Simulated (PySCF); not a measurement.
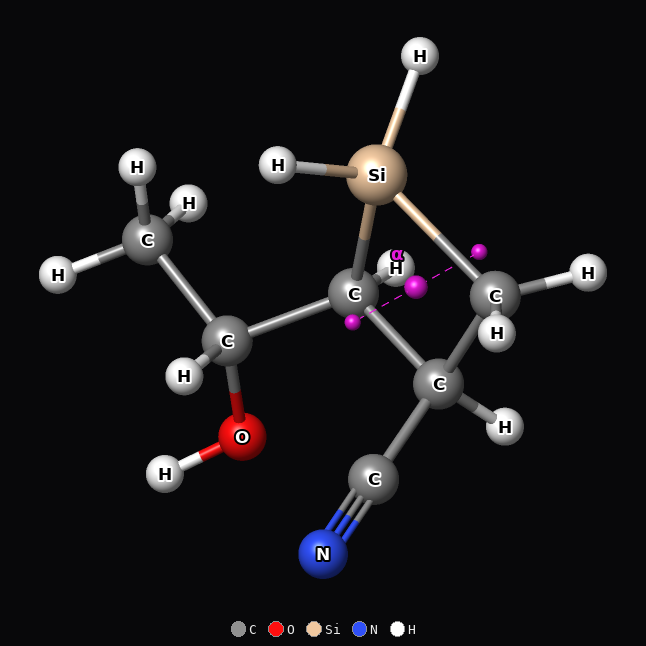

The small points mark where nucleus-independent chemical shifts (NICS) were computed: at the centre of each lettered ring and 1 Å above and below it. Computed geometry: GFN2-xTB optimisation. No frequency run is at hand to confirm it as a minimum. Properties computed with GIAO PBE0/pcSseg-1 NMR shielding, non-relativistic, gas phase (PySCF 2.14.0).

Give NICS(0), NICS(1) and the out-of-plane component NICS(1)zz for each ring (means of the two sides).

```json
{"ring": "α", "members": "C3Si", "NICS(0)": "0.1", "NICS(1)": "−1.0", "NICS(1)zz": "4.9"}
```

Values in ppm.

The geometry is semi-empirical. Around Si such bond lengths and angles can be off by a tenth of an ångström or more and by several degrees, and values that hang on the shape move with them.
